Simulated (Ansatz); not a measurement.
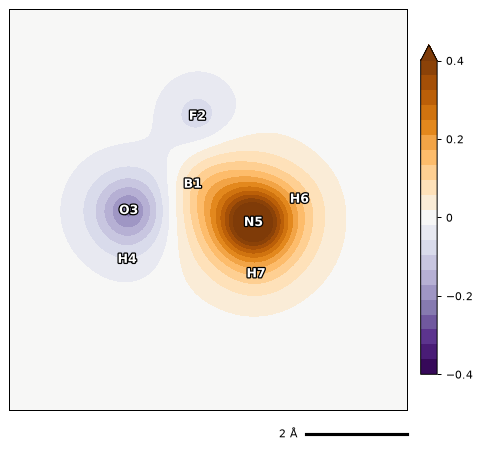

Figure 1: BFH$_{3}$NO. The HOMO on a plane 0.8 Å above the molecular plane (values in Å⁻³ᐟ²; the overall sign is arbitrary).

Computed with RKS PBE0/def2-SVP (Ansatz 0.2.0).

```
atom    x (Å)    y (Å)    z (Å)
   B  -0.0429  -0.1892   0.0627
   F  -0.1990  -0.2779   1.3883
   O   1.2375  -0.2309  -0.3967
   H   1.3112  -0.1665  -1.3512
   N  -1.1957  -0.0622  -0.7377
   H  -2.1160  -0.0394  -0.3219
   H  -1.1980   0.0143  -1.7435
```

Q: Where does this orbital lie, and at what energy?

A: Its weight (Hirshfeld) is mainly on N5 (about 65 %), O3 (about 15 %) and B1 (about 10 %); it changes sign across the molecular plane (π type); π-antibonding (a node) across B1–O3. Its energy is −7.84 eV.
